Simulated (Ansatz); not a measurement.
Run report: C2H2F4, frequency calculation

C2H2F4, SMILES FCC(F)(F)F, computed with HF/3-21G, RHF (Ansatz 0.2.0).

The geometry was optimised with HF/3-21G. Figures and captions count atoms from 1; the log counts them from 0 in places.

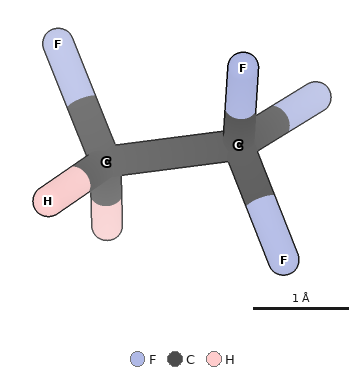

*The input geometry (stick view, seen at a tilt).*

The input:
```yaml
crystal:
  periodic: [false, false, false]
  atoms:
    - {symbol: F, position_ang: [-0.219070, -1.500582, 0.936629]}
    - {symbol: C, position_ang: [-0.210575, -0.728227, -0.222646]}
    - {symbol: C, position_ang: [0.207730, 0.661420, 0.134426]}
    - {symbol: F, position_ang: [1.442971, 0.696975, 0.664137]}
    - {symbol: F, position_ang: [0.213742, 1.405082, -0.994168]}
    - {symbol: F, position_ang: [-0.638335, 1.235199, 1.007711]}
    - {symbol: H, position_ang: [0.490971, -1.131506, -0.930055]}
    - {symbol: H, position_ang: [-1.195434, -0.695361, -0.651833]}
basis:
  gaussian:
    orbitals: 3-21G.json
phonons:
  temperatures:
    t_min: 298.15
    t_max: 298.15
    t_step: 1
hamiltonian:
  xc: hf
```

Launch command:
```bash
ansatz run run.yaml --threads 1 --pin off --max-ram 3480MiB --events-out events.jsonl --progress --plain --runs-dir runs
```

Log:
```
Functional definition: HF
  name "HF"
  exchange = exact_x
  correlation = 0
700 factors; integrals over basis functions are off by at most 4.3e-4 eV
mean field evaluation 1: about -12841.9890 eV, gradient 4.2e1 eV
mean field evaluation 2: about -12842.2721 eV, gradient 4.2e1 eV
mean field evaluation 4: about -12846.1774 eV, gradient 2.9e0 eV
mean field evaluation 8: about -12846.2195 eV, gradient 1.3e-4 eV
mean field -12846.21949032 eV, -472.0898587891 hartree, gradient 2.3e-5 eV, S^2 0.000000; 0 other end points of the search recorded, 0 dependent functions left out
the calculation of the forces begins
reference -12846.21949032 eV, -472.0898587891 hartree; 25, 25 occupied and 33, 33 virtual orbitals, 700 factors
these checks for a lower state are left out or cut short: stability, starts, cluster_reference, orbital_swaps, neighbouring_geometries, increment
700 factors; integrals over basis functions are off by at most 4.3e-4 eV
mean field evaluation 16: about -12846.2195 eV, gradient 1.2e-2 eV
mean field -12846.21947499 eV, -472.0898582256 hartree, gradient 4.0e-6 eV, S^2 0.000000; 0 other end points of the search recorded, 0 dependent functions left out
[... from here on the field's lines of each further geometry are left out, up to the last ...]
the calculation of the forces begins
reference -12846.21945440 eV, -472.0898574691 hartree; 25, 25 occupied and 33, 33 virtual orbitals, 700 factors
these checks for a lower state are left out or cut short: stability, starts, cluster_reference, orbital_swaps, neighbouring_geometries, increment
700 factors; integrals over basis functions are off by at most 4.3e-4 eV
mean field -12846.21945460 eV, -472.0898574764 hartree, gradient 4.0e-6 eV, S^2 0.000000; 0 other end points of the search recorded, 0 dependent functions left out
the calculation of the forces begins
reference -12846.21945460 eV, -472.0898574764 hartree; 25, 25 occupied and 33, 33 virtual orbitals, 700 factors
Total energy: -12846.21949032 eV, -472.0898587891 hartree
Atom 0 at    -0.219070    -1.500582     0.936629 Å, force     0.000002    -0.000190     0.000105 eV/Å
Atom 1 at    -0.210575    -0.728227    -0.222646 Å, force    -0.000017    -0.000014     0.000143 eV/Å
Atom 2 at     0.207730     0.661420     0.134426 Å, force    -0.000020    -0.000094    -0.000031 eV/Å
Atom 3 at     1.442971     0.696975     0.664137 Å, force     0.000250     0.000022    -0.000051 eV/Å
Atom 4 at     0.213742     1.405082    -0.994168 Å, force     0.000029     0.000065     0.000045 eV/Å
Atom 5 at    -0.638335     1.235199     1.007711 Å, force    -0.000225     0.000155    -0.000036 eV/Å
Atom 6 at     0.490971    -1.131506    -0.930055 Å, force     0.000130    -0.000008    -0.000130 eV/Å
Atom 7 at    -1.195434    -0.695361    -0.651833 Å, force    -0.000149     0.000065    -0.000045 eV/Å
Dipole moment:    -0.133973    -0.220135    -0.466976 e Å
Vibrations: 115.37 214.03 364.08 427.97 550.13 567.28 686.66 893.29 1118.71 1197.09 1325.41 1366.25 1449.50 1513.65 1589.96 1687.91 3305.55 3360.10 cm⁻¹, zero-point energy 1.347271 eV
```

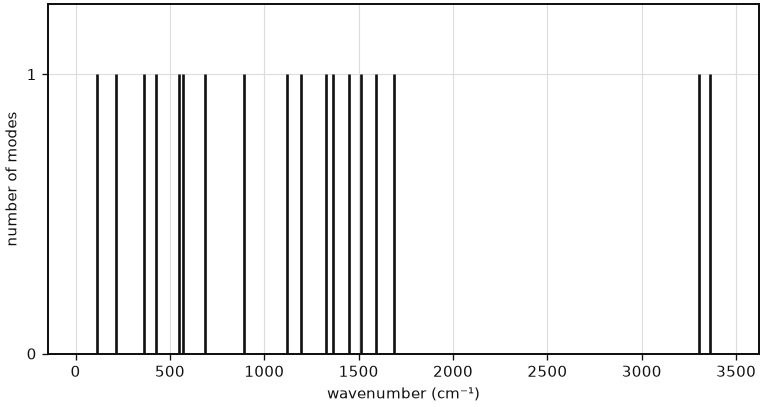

*Harmonic vibrational wavenumbers from the force constants; neighbouring modes closer than 15 cm⁻¹ are counted in one stick.*

18 modes from 115 to 3360 cm⁻¹, none imaginary.

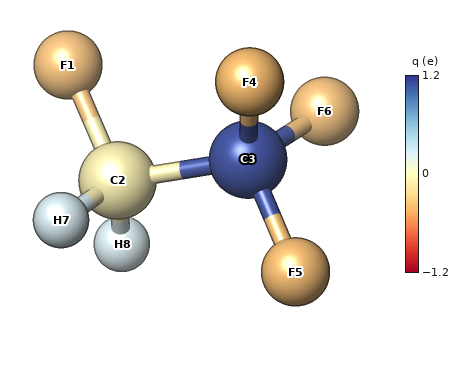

*Mulliken charges, as the colour of each atom (ball-and-stick view, seen at a tilt; atoms are numbered from 1 in the order of the input).*

By element: F −0.39 to −0.38, C −0.09 to +1.11 and H +0.25 e.

Summary:

| quantity | value |
| --- | --- |
| outcome | converged |
| total energy | −472.089859 hartree |
| basis functions | 58 |
| largest force | 0.000 eV/Å |
| zero-point energy | 0.049511 hartree |
| dipole moment | 2.56 D |
| wavenumbers, lowest and highest | 115 and 3360 cm⁻¹ |
| hardware | 1 thread of Intel Xeon (Sapphire Rapids), 192 GiB of memory available, shared host |
| wall time | 33 s |
| peak memory | 0.12 GiB |
